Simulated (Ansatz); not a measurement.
## Electronic structure of BFH$_{2}$···F (doublet) in real space

| atom | x (Å) | y (Å) | z (Å) |
| --- | --- | --- | --- |
| B | -0.1229 | -0.0077 | 0.0495 |
| F | -0.7381 | -0.0579 | 1.2211 |
| H | 1.0807 | 0.0208 | 0.0332 |
| H | -0.8267 | 0.0047 | -0.9303 |
| F | 0.6069 | 0.0402 | 3.0165 |

Level of theory: UKS B3LYP-D4/def2-SVP (Ansatz).

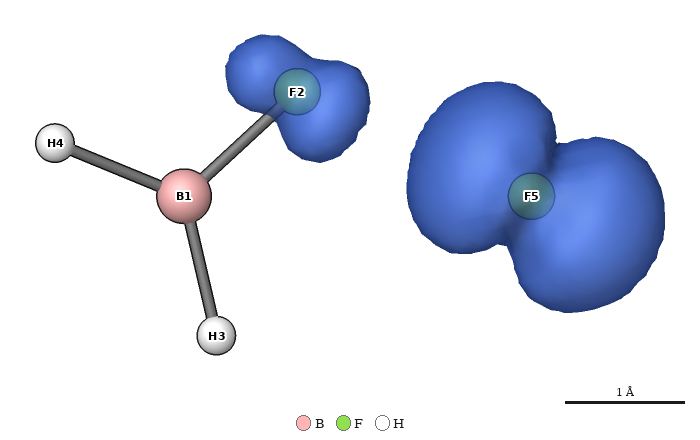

Figure 1. Isosurfaces of the spin density at +0.03 (blue) and −0.03 e/Å³ (red), seen at a tilt.

**Which atoms carry the spin?**

The unpaired spin (1 electron) lies mostly on F5 (about 0.9), in electrons by Hirshfeld's partition. Only one sign reaches the isovalue.

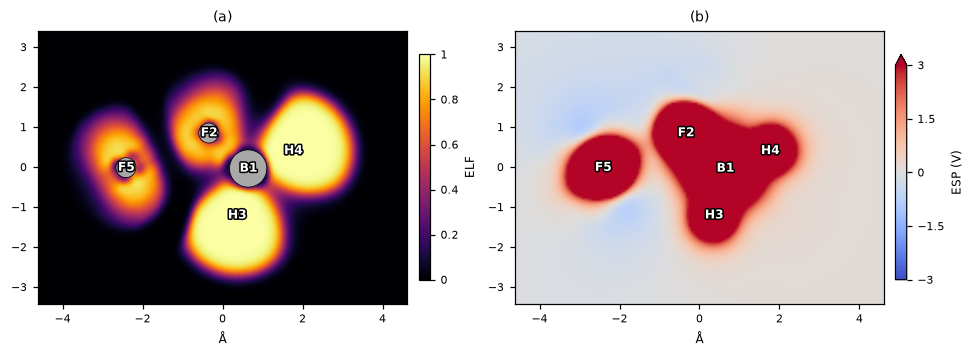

Figure 2. (a) ELF; (b) molecular electrostatic potential on the molecular plane. Grey discs cover the atomic cores in the ELF map.

**Describe what can be read from this map.**

Atoms in the plane: B, F and H. F2···F5 (2.25 Å): the ELF dips to about 0.05 between them. B–F (1.32 Å): the ELF peaks at about 0.85 between the atoms; a shared but strongly polarised pair. B–H (1.20 Å): the ELF climbs to about 1 towards the hydrogen, as it does in any bond to H: an ordinary covalent bond to hydrogen. The ELF also peaks beside F2, away from the bonds: non-bonding electrons, paired or unpaired. Outside the dense part of the complex the potential is most negative (−0.8 V) near F5.

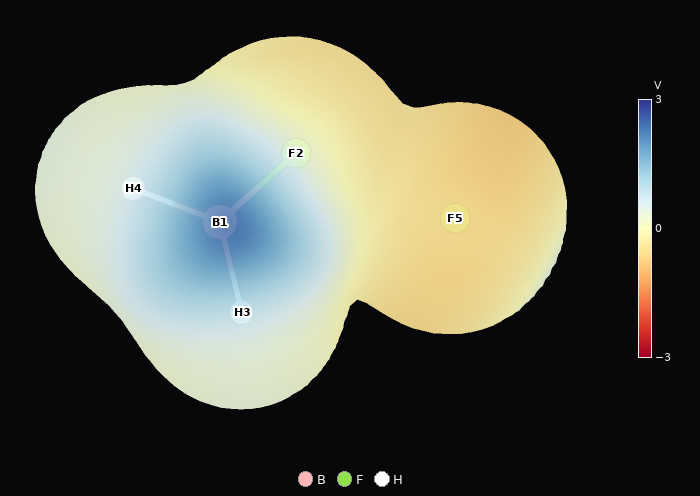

Figure 3. The electrostatic potential painted on the density surface at 0.002 e/bohr³, seen across its widest extent; the colour scale runs from red (negative) to blue (positive).

**Describe the electrostatic potential map.**

The most negative region (about −0.7 V) lies over F5, the most positive (about +2.2 V) over B1.
